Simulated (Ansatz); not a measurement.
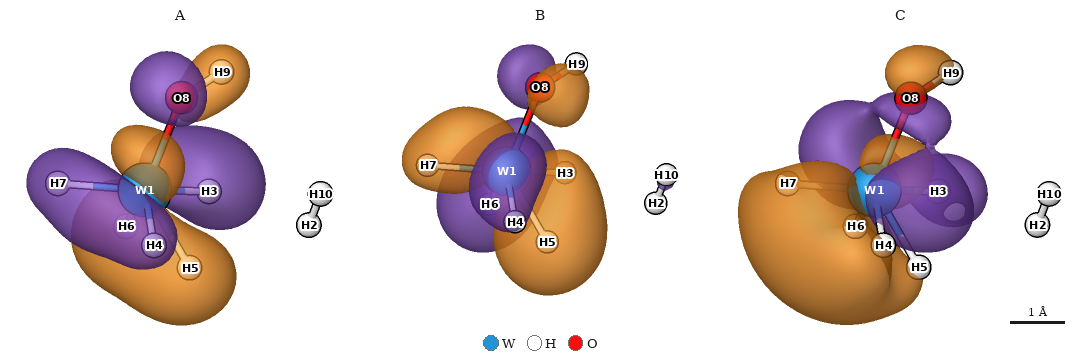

The picture shows: H6OW···H2. Three frontier orbitals at ±0.08 Å⁻³ᐟ² (orange and purple are the two phases), in no order.

Core potentials replace the inner electrons of W.

These are results of Ansatz, RKS r2SCANh-D4/def2-SVP, not measurements.

```xyz
10

W     0.2703    0.4179   -0.4177
H    -0.0146    0.5907    2.8089
H     0.8561   -0.8389    0.4825
H    -1.0769    1.2752    0.1766
H    -0.8038   -0.4740    0.5185
H     0.0531   -1.1473   -0.9888
H     0.2200    0.2307   -2.1080
O     1.8805    1.2331    0.0758
H     2.5984    0.9210    0.6374
H     0.4234    1.1677    3.0332
```

Question: Order the three orbitals by energy and name them.

Answer: B is the HOMO−1 (−7.91 eV). It lies mainly on W1 (about 50 %), H5 (about 20 %), H6 (about 15 %) and O8 (about 5 %). A is the HOMO (−7.50 eV). Its weight (Hirshfeld) is mainly on W1 (about 50 %), H3 (about 15 %), H6 (about 10 %), H5 (about 10 %) and O8 (about 5 %). C is the LUMO (−2.62 eV). It lies mainly on W1 (about 70 %), H4 (about 5 %) and H7 (about 5 %).

Question: What is the HOMO–LUMO gap?

Answer: 4.88 eV between the orbital energies.
